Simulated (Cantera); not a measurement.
A closed system holds: 1 mol Ta2O5, 4.8 mol CO, a varied amount of H2, held at 2302 °C and 0.000240 bar.

These are equilibrium values from Cantera (NASA tables, ideal gas, pure condensed phases), not measurements of a reactor. Candidate condensed phases: C, C6H6, C7H8, C8H18, H2O, Ta, TaC, Ta2O5; 113 gas species. Rates play no part.

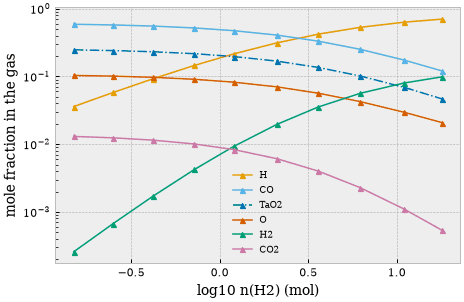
Figure. Equilibrium gas composition (values under 1e-9 drawn at 1e-9)

From 0.15 mol H2 to 18 mol H2 nothing is condensed. The main Ta-bearing gas is TaO2 throughout.
